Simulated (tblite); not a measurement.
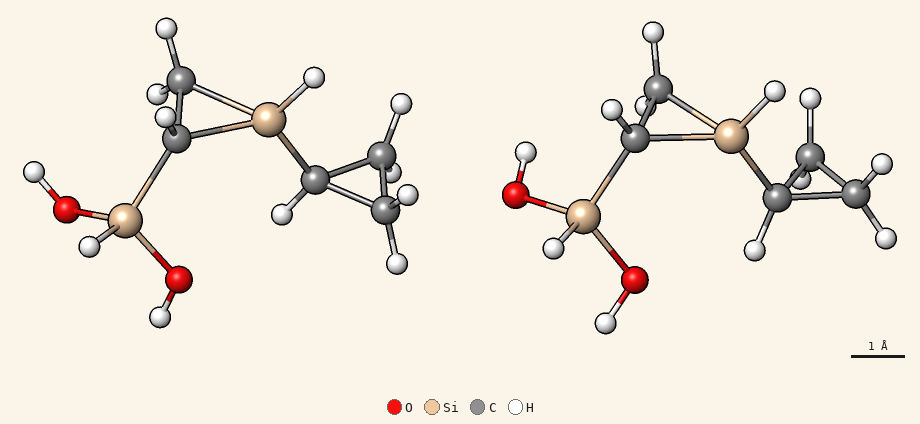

Two geometries of C$_{5}$H$_{12}$O$_{2}$Si$_{2}$, drawn at one scale. One is the start of a relaxation, the other its converged end. The picture is a ball-and-stick view, seen at a tilt.

Method: tblite 0.8.0, GFN2-xTB geometry optimisation, gas phase. 

### Which one is relaxed?

The left one is the relaxed one. After 164 geometry steps the energy has fallen by 20.4 kcal/mol. The largest move after the best rigid fit is that of an H atom, 1.09 Å. Largest moves by element: H 1.09 Å, C 0.60 Å, Si 0.54 Å, O 0.35 Å. Near-neighbour distances that change, for instance: O–Si 1.734 → 1.624 Å, O–Si 1.719 → 1.638 Å, C–Si 1.837 → 1.889 Å, H–O 0.997 → 0.954 Å. Among the angles between lasting bonds that change: Si–O–H 107.6° → 118.5°, C–Si–C 110.3° → 120.3°, Si–C–C 110.5° → 120.0°. Groups turn about O–Si by about 75°, C–Si by about 45°, O–Si by about 30°. Cost: 2.7 s on 1 thread of Arm Neoverse N1, with other jobs on the host.
